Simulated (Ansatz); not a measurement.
Ta₂Se (space group P4/nmm)

```cif
data_Se2Ta4
_chemical_formula_sum 'Ta4 Se2'
_space_group_name_H-M_alt 'P 1'
_space_group_IT_number 1
_cell_length_a 3.36664
_cell_length_b 3.36664
_cell_length_c 10.00063
_cell_angle_alpha 90.000
_cell_angle_beta 90.000
_cell_angle_gamma 90.000
loop_
_space_group_symop_operation_xyz
  'x, y, z'
loop_
_atom_site_label
_atom_site_type_symbol
_atom_site_fract_x
_atom_site_fract_y
_atom_site_fract_z
_atom_site_occupancy
Ta1 Ta 0.50000 0.00000 0.76098 1
Ta2 Ta 0.00000 0.50000 0.23902 1
Ta3 Ta 0.00000 0.50000 0.92382 1
Ta4 Ta 0.50000 0.00000 0.07618 1
Se1 Se 0.00000 0.50000 0.64000 1
Se2 Se 0.50000 0.00000 0.36000 1
```

E(V) scan at fixed shape, V₀ the volume above. The atoms relax within the cell's symmetry.

These are r2SCAN+rVV10 (plane waves to 500 eV, PAW, scalar-relativistic; Ansatz, an electronic-structure program) values and carry that method's errors. k mesh 14×14×5 (Γ-centred), Fermi-Dirac smearing 0.05 eV. The energy includes the smearing's −TS. With the shape held, the modulus is that of even scaling; a crystal free to change shape is softer. At this level the bands of Ta2Se touch or barely overlap. Spin-orbit coupling is left out, though Ta is heavy. Ta2Se is run without spin polarisation. Ta2Se was relaxed with its symmetry unable to fall. The zero of ΔE is the relaxed starting cell.

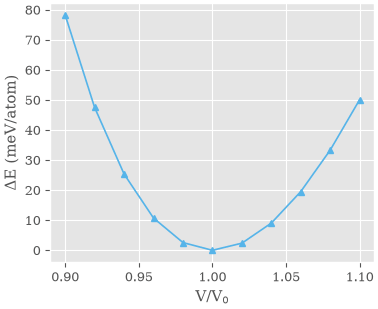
*ΔE (meV/atom) against V/V₀; markers are the computed points, lines only join them.*

Question: What bulk modulus at fixed cell shape B₀ follows from a third-order Birch-Murnaghan fit?

Answer: About 110 GPa.

Question: What is ΔE at V/V₀ = 0.900?

Answer: About 78 meV/atom.

(A scan under strain: stresses follow from slopes of the energy per volume, elastic moduli from its curvatures.)
